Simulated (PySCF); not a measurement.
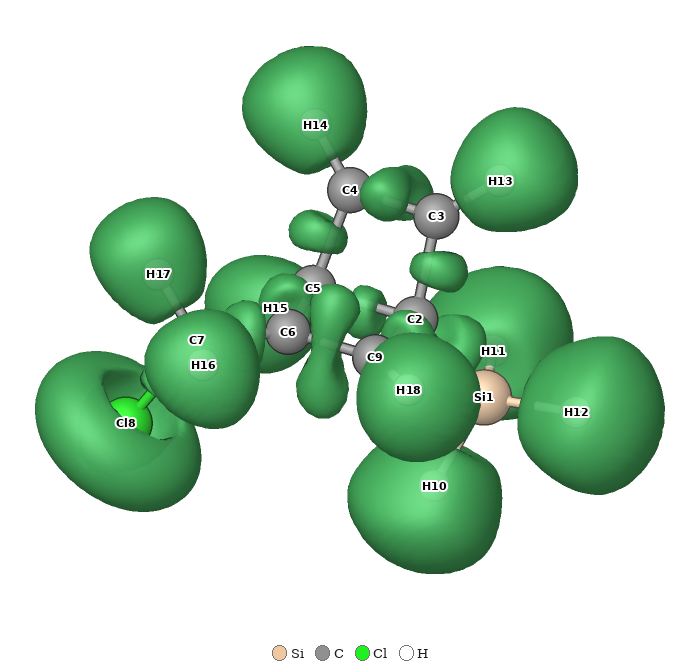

*C7H9ClSi. Isosurface of the electron localisation function at 0.8 (green), seen at an oblique angle. Core shells and regions of very low density are left out.*

Geometry: GFN2-xTB.

These are results of PBE0/pcSseg-1, SCF density, gas phase, non-relativistic (PySCF 2.14.0), not measurements.

```yaml
atoms:
  - { symbol: Si, position_ang: [-2.3852, 0.8176, -0.5026] }
  - { symbol: C, position_ang: [-0.8774, 0.1000, 0.3741] }
  - { symbol: C, position_ang: [-1.0156, -1.0929, 1.2951] }
  - { symbol: C, position_ang: [-0.1187, -1.8280, 0.6465] }
  - { symbol: C, position_ang: [0.1960, -0.7626, -0.3735] }
  - { symbol: C, position_ang: [1.1886, 0.2756, 0.1017] }
  - { symbol: C, position_ang: [2.6417, 0.3615, -0.1328] }
  - { symbol: Cl, position_ang: [2.9555, 0.8065, -1.8545] }
  - { symbol: C, position_ang: [0.2761, 0.9997, 0.7530] }
  - { symbol: H, position_ang: [-1.9191, 1.7090, -1.5636] }
  - { symbol: H, position_ang: [-3.1613, -0.2940, -1.0533] }
  - { symbol: H, position_ang: [-3.1792, 1.5573, 0.4812] }
  - { symbol: H, position_ang: [-1.6184, -1.2308, 2.1727] }
  - { symbol: H, position_ang: [0.2928, -2.8122, 0.7730] }
  - { symbol: H, position_ang: [0.1644, -1.0103, -1.4283] }
  - { symbol: H, position_ang: [3.1068, 1.1350, 0.4776] }
  - { symbol: H, position_ang: [3.1334, -0.5997, 0.0209] }
  - { symbol: H, position_ang: [0.3109, 1.8746, 1.3746] }
```

**What do the ELF domains correspond to?**

The surface consists of eight regions between bonded C–C atoms (shared pairs), one region between bonded C–Cl atoms (shared pairs), one region between bonded C–Si atoms (shared pairs), nine regions around hydrogen nuclei and one ring or bowl of non-bonding electrons around Cl.

Values along the shortest contacts:
C–C (1.33 Å): the ELF peaks at about 0.90 between the atoms: a short, multiple covalent bond. C–Cl (1.81 Å): the ELF peaks at about 0.90 between the atoms, as expected for a covalent bond.
